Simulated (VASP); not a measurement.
Energy against volume of CsBr (CsCl type). Calculation: revTPSS meta-GGA, VASP's PBE PAW potentials (set 64) (plane waves; VASP).

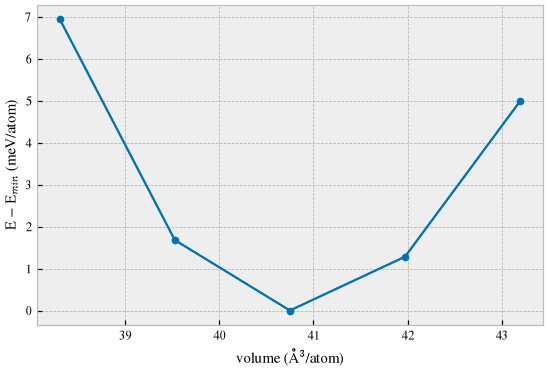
Figure. Energy against volume

**Question.** Estimate the equilibrium volume and the bulk modulus.

**Answer.** The minimum lies near 40.8 Å³/atom, and the curvature gives B0 of about 13 GPa.

The compound is CsBr in the CsCl type structure. It was relaxed first.
